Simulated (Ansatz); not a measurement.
# CH₈AlP: geometry relaxation (part 2 of 2)

The same run, continued: CH₈AlP; RKS PBE0-D4/6-31G* (Ansatz 0.2.0). It belongs to a series of runs on one base structure; here: end point B relaxed.

Geometry of the input (Å):
```
Al 0.0105  -0.6810  -0.2875
C  -0.0827  0.0197  2.8004
H  -0.9262  0.3264  3.4239
H  0.8299  -0.0342  3.3986
H  0.0599  0.7653  2.0066
H  1.4498  -0.0036  -0.3191
H  -1.2673  0.1379  -0.7586
P  -0.2816  -2.8155  0.5022
H  -0.9701  -3.3358  -0.6295
H  0.9938  -3.3099  0.1120
H  -0.2973  -0.9818  2.3860
```

Trajectory as extended XYZ, continued:
```
11
Properties=species:S:1:pos:R:3:forces:R:3 step=5 energy=-17043.83852
Al    0.0701   -0.7763   -0.0803   -0.0308  -0.0037  -0.0081
C    -0.1352    0.1382    2.7858    0.1215   0.1337   0.0422
H    -0.8431    0.5511    3.5138    0.0658  -0.0662  -0.1073
H     0.8729    0.1098    3.2145   -0.1378  -0.0111  -0.0521
H    -0.1271    0.8013    1.9082   -0.0314  -0.0354   0.0834
H     1.5184   -0.1121   -0.0744   -0.0045  -0.0160   0.0155
H    -1.2258    0.0663   -0.4712    0.0160   0.0003   0.0100
P    -0.1937   -3.0582    0.3588    0.0430  -0.0342  -0.2051
H    -1.0028   -3.3036   -0.7974    0.1144   0.0288   0.1507
H     1.0361   -3.4488   -0.2566   -0.1349   0.0192   0.0473
H    -0.4510   -0.8801    2.5340   -0.0213  -0.0154   0.0234
11
Properties=species:S:1:pos:R:3:forces:R:3 step=6 energy=-17043.83069 accepted=F
Al    0.0608   -0.7709   -0.0843    0.1571  -0.3152   0.1918
C    -0.1348    0.1497    2.7702   -0.0360  -0.0403  -0.0446
H    -0.8431    0.5331    3.5024   -0.0910   0.0540   0.1118
H     0.8713    0.1431    3.1872    0.0768   0.0038   0.0035
H    -0.1664    0.8161    1.9009    0.0183   0.0043  -0.0278
H     1.5134   -0.1665    0.0071    0.1972   0.1528  -0.0497
H    -1.2043    0.0873   -0.4430   -0.2428   0.1572  -0.1054
P    -0.1584   -3.0568    0.3473   -0.0783   0.0262   0.0308
H    -1.0113   -3.3087   -0.7575   -0.0947  -0.0592  -0.0536
H     1.0254   -3.4628   -0.3217    0.0743   0.0286  -0.0212
H    -0.4338   -0.8761    2.5266    0.0191  -0.0123  -0.0355
11
Properties=species:S:1:pos:R:3:forces:R:3 step=7 energy=-17043.84237
Al    0.0746   -0.7760   -0.0509    0.0027   0.0024   0.0031
C    -0.1359    0.1398    2.7618    0.0298   0.0521   0.0203
H    -0.8438    0.5295    3.4981    0.0100  -0.0183  -0.0182
H     0.8722    0.1153    3.1812   -0.0252  -0.0023  -0.0090
H    -0.1492    0.8153    1.8973   -0.0098   0.0023   0.0150
H     1.5268   -0.1200   -0.0270   -0.0103  -0.0121   0.0000
H    -1.2156    0.0751   -0.4391    0.0077  -0.0039  -0.0026
P    -0.1782   -3.0630    0.3630    0.0063   0.0059  -0.0339
H    -1.0134   -3.2996   -0.7658    0.0099   0.0006   0.0216
H     1.0272   -3.4498   -0.2872   -0.0126  -0.0036   0.0029
H    -0.4459   -0.8791    2.5038   -0.0084  -0.0231   0.0009
11
Properties=species:S:1:pos:R:3:forces:R:3 step=8 energy=-17043.84327
Al    0.0850   -0.7835   -0.0618    0.0118   0.0166   0.0052
C    -0.1386    0.1503    2.7689    0.0079   0.0360  -0.0040
H    -0.8551    0.4914    3.5205    0.0082  -0.0234  -0.0061
H     0.8714    0.1436    3.1834   -0.0144  -0.0012  -0.0053
H    -0.1797    0.8516    1.9268    0.0010  -0.0124  -0.0010
H     1.5397   -0.1353   -0.0311   -0.0024  -0.0029   0.0073
H    -1.1990    0.0721   -0.4561   -0.0056   0.0043  -0.0011
P    -0.1750   -3.0650    0.3618   -0.0016  -0.0229  -0.0252
H    -1.0293   -3.3025   -0.7518    0.0033  -0.0012   0.0150
H     1.0170   -3.4646   -0.3046   -0.0059   0.0006   0.0033
H    -0.4176   -0.8705    2.4792   -0.0024   0.0066   0.0119
11
Properties=species:S:1:pos:R:3:forces:R:3 step=9 energy=-17043.84397
Al    0.0967   -0.7905   -0.0486    0.0082   0.0047   0.0065
C    -0.1414    0.1610    2.7629   -0.0359   0.0292  -0.0091
H    -0.8624    0.4669    3.5264    0.0333  -0.0250  -0.0175
H     0.8722    0.1791    3.1673   -0.0123   0.0059  -0.0026
H    -0.2158    0.8718    1.9303    0.0107  -0.0423   0.0203
H     1.5537   -0.1509   -0.0003    0.0055   0.0028   0.0039
H    -1.1816    0.0717   -0.4432   -0.0133   0.0111  -0.0089
P    -0.1678   -3.0753    0.3547    0.0007  -0.0274  -0.0092
H    -1.0488   -3.3043   -0.7389    0.0007   0.0043   0.0053
H     1.0072   -3.4761   -0.3404   -0.0049   0.0041   0.0045
H    -0.3932   -0.8660    2.4650    0.0073   0.0326   0.0069
11
Properties=species:S:1:pos:R:3:forces:R:3 step=10 energy=-17043.84440
Al    0.1015   -0.7956   -0.0373    0.0154  -0.0010  -0.0022
C    -0.1421    0.1670    2.7602   -0.0354   0.0044  -0.0008
H    -0.8677    0.4507    3.5277    0.0340  -0.0129  -0.0151
H     0.8732    0.2148    3.1585   -0.0204   0.0068  -0.0059
H    -0.2428    0.8730    1.9268    0.0108  -0.0361   0.0191
H     1.5613   -0.1624    0.0230    0.0011   0.0039   0.0033
H    -1.1702    0.0727   -0.4431   -0.0067   0.0031  -0.0018
P    -0.1666   -3.0842    0.3498   -0.0091  -0.0106  -0.0029
H    -1.0611   -3.2970   -0.7360    0.0051  -0.0027   0.0033
H     0.9995   -3.4832   -0.3614   -0.0080   0.0098   0.0023
H    -0.3662   -0.8682    2.4670    0.0131   0.0353   0.0008
11
Properties=species:S:1:pos:R:3:forces:R:3 step=11 energy=-17043.84441
Al    0.1152   -0.8017   -0.0309   -0.0312  -0.0117   0.0210
C    -0.1424    0.1724    2.7573    0.0088  -0.0526   0.0082
H    -0.8765    0.4193    3.5294    0.0388   0.0038  -0.0124
H     0.8742    0.2783    3.1457   -0.0830  -0.0004  -0.0247
H    -0.2888    0.8651    1.9191    0.0097  -0.0447   0.0288
H     1.5764   -0.1761    0.0581    0.0061  -0.0051  -0.0081
H    -1.1483    0.0742   -0.4466    0.0010   0.0125  -0.0111
P    -0.1776   -3.0911    0.3449    0.0202   0.0154  -0.0101
H    -1.0823   -3.2945   -0.7344    0.0102   0.0111   0.0019
H     0.9818   -3.4803   -0.3827   -0.0070  -0.0184   0.0055
H    -0.3126   -0.8781    2.4751    0.0264   0.0902   0.0011
11
Properties=species:S:1:pos:R:3:forces:R:3 step=12 energy=-17043.84484
Al    0.1106   -0.7968   -0.0280    0.0210  -0.0200  -0.0271
C    -0.1423    0.1700    2.7611    0.0465  -0.0590   0.0047
H    -0.8782    0.4036    3.5353    0.0260   0.0043  -0.0162
H     0.8734    0.3081    3.1432   -0.0959  -0.0078  -0.0332
H    -0.3109    0.8509    1.9176    0.0036  -0.0266   0.0269
H     1.5787   -0.1858    0.0519    0.0004   0.0090   0.0099
H    -1.1403    0.0881   -0.4637   -0.0053  -0.0004   0.0127
P    -0.1842   -3.0864    0.3449   -0.0141  -0.0050  -0.0125
H    -1.0812   -3.2849   -0.7421    0.0056   0.0036   0.0124
H     0.9764   -3.4924   -0.3720   -0.0074   0.0170   0.0105
H    -0.2832   -0.8868    2.4870    0.0196   0.0850   0.0118
11
Properties=species:S:1:pos:R:3:forces:R:3 step=13 energy=-17043.84539
Al    0.1139   -0.7944   -0.0365    0.0098   0.0048   0.0082
C    -0.1425    0.1627    2.7586    0.0283  -0.0321   0.0080
H    -0.8774    0.3943    3.5339    0.0117   0.0000  -0.0141
H     0.8711    0.3111    3.1377   -0.0400  -0.0013  -0.0142
H    -0.3177    0.8389    1.9135   -0.0036  -0.0070   0.0107
H     1.5811   -0.1806    0.0446   -0.0008   0.0011   0.0008
H    -1.1387    0.0939   -0.4622    0.0006  -0.0067  -0.0015
P    -0.1916   -3.0788    0.3527   -0.0064   0.0020  -0.0224
H    -1.0799   -3.2748   -0.7417    0.0044  -0.0092   0.0077
H     0.9740   -3.4908   -0.3525   -0.0094   0.0059   0.0054
H    -0.2737   -0.8941    2.4870    0.0055   0.0425   0.0114
11
Properties=species:S:1:pos:R:3:forces:R:3 step=14 energy=-17043.84558
Al    0.1188   -0.7919   -0.0372   -0.0158   0.0083  -0.0130
C    -0.1421    0.1609    2.7608    0.0192  -0.0124   0.0037
H    -0.8769    0.3893    3.5365   -0.0015  -0.0014  -0.0080
H     0.8694    0.3279    3.1347   -0.0041   0.0034  -0.0033
H    -0.3301    0.8271    1.9108   -0.0076   0.0050   0.0013
H     1.5865   -0.1785    0.0433   -0.0037  -0.0078   0.0077
H    -1.1333    0.0959   -0.4657    0.0051   0.0010   0.0006
P    -0.2013   -3.0744    0.3489    0.0135  -0.0133  -0.0103
H    -1.0829   -3.2791   -0.7492    0.0073   0.0123   0.0071
H     0.9688   -3.4911   -0.3456   -0.0090  -0.0019   0.0071
H    -0.2580   -0.8987    2.4979   -0.0032   0.0068   0.0072
```

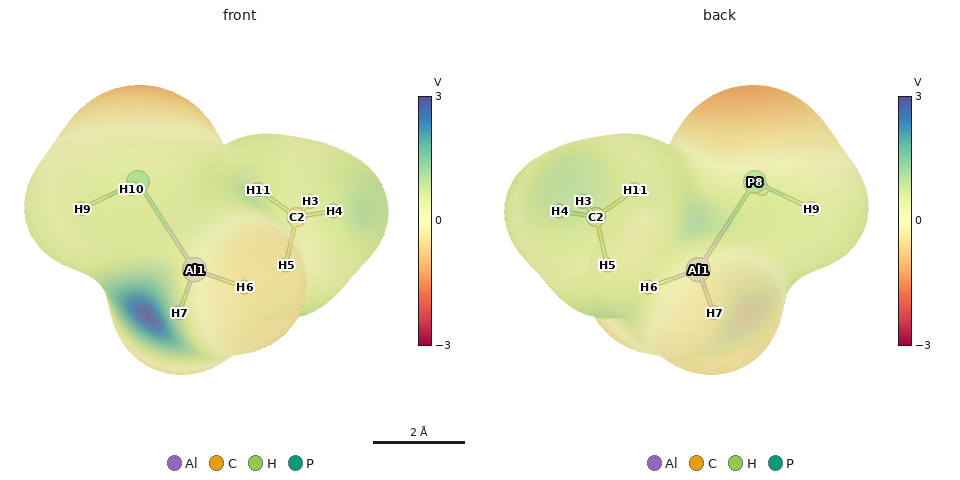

Fig. 1: The molecular electrostatic potential painted on the density surface at 0.002 e/bohr³, seen at a tilt and from behind; the colour scale runs from red (negative) to blue (positive).

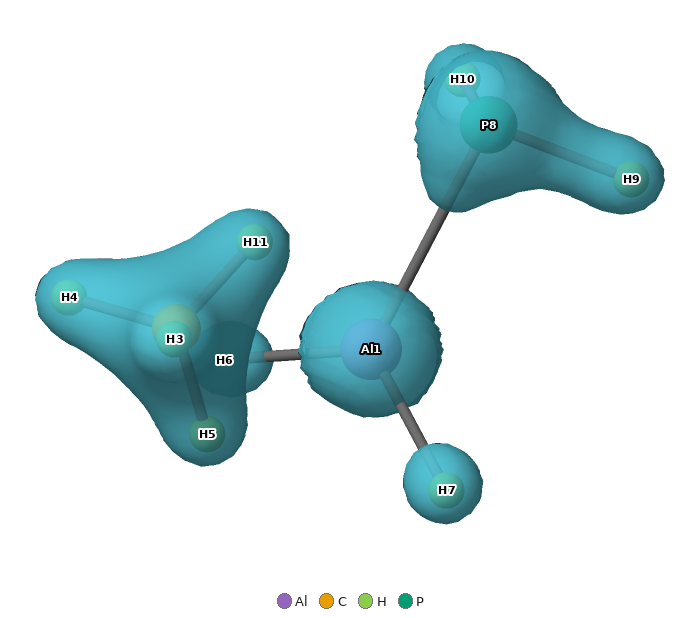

Fig. 2: Isosurface of the total electron density at 0.8 e/Å³ (cyan), seen at an oblique angle. At this value the surface falls into five separate pieces. It is pinched off along the C···Al (2.97 Å) and Al–P (2.34 Å) contacts. On the grid the lowest density along these lines, outside the cores, is 0.07 e/Å³ (C···Al, 2.97 Å), 0.44 e/Å³ (Al–P, 2.34 Å), 1.8 e/Å³ (C–H, 1.09 Å) and 1 e/Å³ (P–H, 1.42 Å).
